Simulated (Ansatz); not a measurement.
## Electronic structure of AlCl$_{2}$···HCl (doublet) in real space

The calculation's input:

```
crystal:
  periodic: [false, false, false]
  atoms:
    - { symbol: Al, position_ang: [0.0, 0.0, 0.0] }
    - { symbol: H, position_ang: [0.0, 0.0, 1.81] }
    - { symbol: Cl, position_ang: [1.9312, 0.0, -1.115] }
    - { symbol: Cl, position_ang: [-1.9312, 0.0, -1.115] }
    - { symbol: Cl, position_ang: [0.0, 0.0, 3.48] }
magnetization:
  spin_polarized: true
  initial_magnetization: 1
basis:
  gaussian: { orbitals: def2-SVP }
hamiltonian:
  xc: b3lyp
relax:
  f_tol: 0.15
  max_steps: 25
  restrain:
    - { distance: [1, 4], at: 1.37, k: 30.0 }
    - { distance: [0, 1], at: 2.76, k: 30.0 }
output:
  orbitals: {}
```

Run with:

```sh
ansatz run input.yaml --threads 2 --pin off --max-ram 3072MiB --backend cpu --events-out ev --progress --plain --runs-dir out
```

The fields are those of the run's last geometry, not of the input's.

Not at a stationary point (largest force 1.0 eV/Å).

Method: UKS B3LYP/def2-SVP in Ansatz 0.2.0.

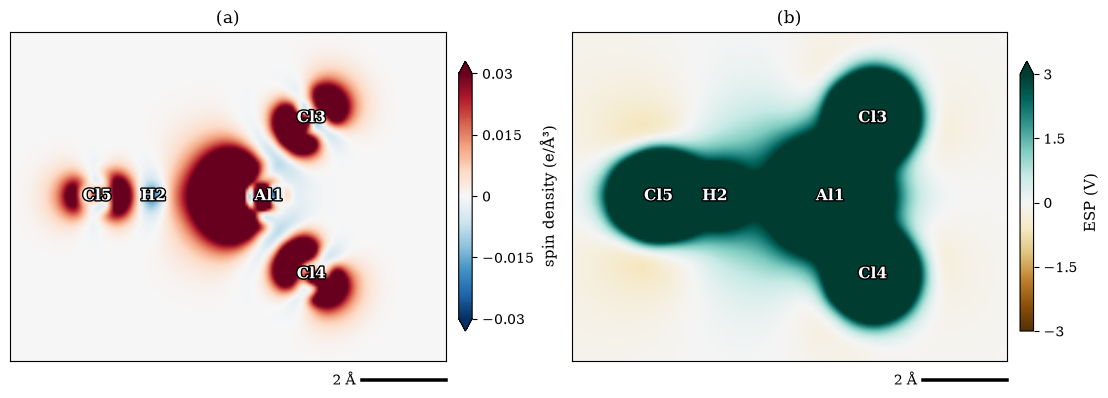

Figure 1. (a) spin density; (b) molecular electrostatic potential on the molecular plane.

### Interpret the plot.

- The plane passes through Al, H and Cl nuclei.
- The unpaired spin (1 electron) lies mostly on Al1 (about 0.7), Cl3 (about 0.1) and Cl4 (about 0.1), in electrons by Hirshfeld's partition.
- Outside the dense part of the complex the potential is most negative (−0.6 V) near Cl5.

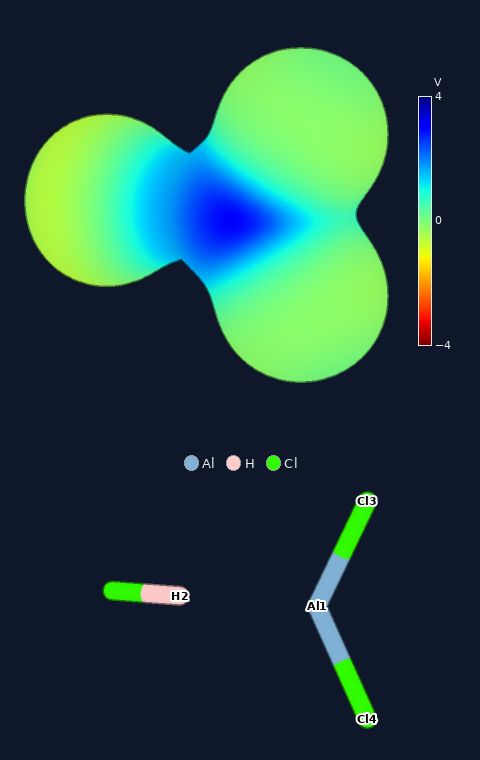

Figure 2. The electrostatic potential painted on the density surface at 0.002 e/bohr³, seen at a tilt; the colour scale runs from red (negative) to blue (positive). The bare structure is drawn below in the same view.

### Where is the surface potential most negative and most positive?

The most negative region (about −0.6 V) lies over Cl5, the most positive (about +2.9 V) over Al1. Cl5 shows a σ-hole: about +0.3 V at the tip opposite its bond, against about −0.5 V on its flanks.

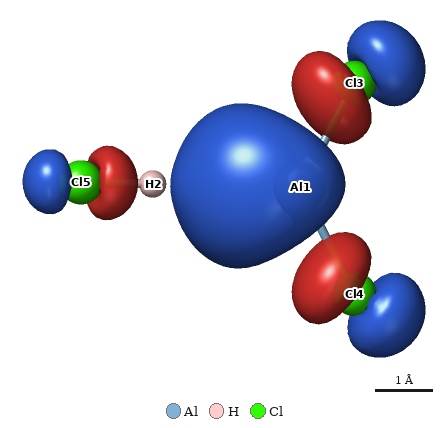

Figure 3. One frontier orbital at ±0.1 Å⁻³ᐟ² (red and blue are the two phases), seen at a tilt.

### Which orbital is it: HOMO (α) or LUMO (α)?

The HOMO (α), at −6.75 eV. Its weight (Hirshfeld) is mainly on Al1 (about 60 %), Cl3 (about 15 %) and Cl4 (about 15 %); it is symmetric in the molecular plane (an in-plane orbital: σ, lone-pair or in-plane π type).
